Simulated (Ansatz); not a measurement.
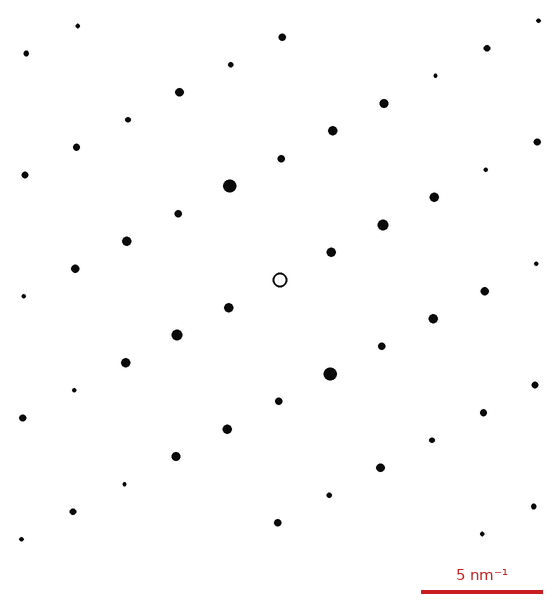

Simulated selected-area electron diffraction pattern (80 kV, kinematic approximation, thin crystal, B = 0.8 Å² for all atoms).

It belongs to Bi, space group R-3m (No. 166), a = 4.53 Å, c = 12.40 Å (hexagonal axes). Structure: the input geometry of an electronic-structure calculation (not necessarily at equilibrium).

**Determine the zone axis from the geometry of the pattern.**

The spots form a rectangular net whose two shortest vectors correspond to d = 4.13 Å and 2.27 Å, 90.0° apart. They index as 0 0 3 and 1 -2 0, so the zone axis is [210] (or an equivalent direction of <210>).

**Which reflections of this zone are missing, and why?**

The lattice centring (R) removes all reflections that break −h + k + l = 3n.
